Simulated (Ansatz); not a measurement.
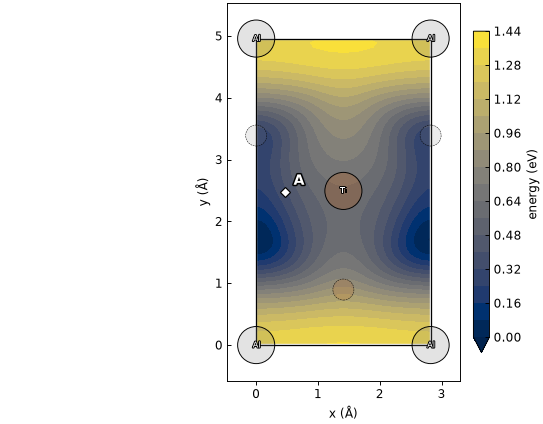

Cl on a TiAl(101) slab cut from the P4/mmm phase, its upper half relaxed before the scan (12 atoms of substrate and one adsorbate in a 2 × 1 cell). Cl is moved over the surface cell; relaxed at each place: the height of the adsorbate's atoms; substrate rigid; the origin of the map has the adsorbate above Al11. Places are given modulo a cell vector. The map is drawn in real space over the plane of the surface. The grid has 6 × 6 points; 24 points were computed and 12 follow by symmetry. Places are given in fractions of the 1 × 1 surface cell. Energies are in eV, from the lowest grid point. Method: Ansatz 0.2.0, DFT PBE, scalar-relativistic, plane waves, PAW. Settings: cutoff 420 eV, k-mesh 5×6×1, gaussian smearing 0.1 eV, no spin polarisation.

In the figure: filled contours, labelled circles for the atoms of the top layer and small ones for the second layer, the outline of one cell of the plane, the point A. Between grid points the surface is interpolated.

### Is A at rest? If not, where is it pushed?

A, at (1/6, 3/6) of the cell vectors, is not a stationary point. The computed force is 0.52 eV/Å in the plane, pointing down and left in the picture (components −0.48 and −0.21 eV/Å).

PAW datasets: the set soft_1.
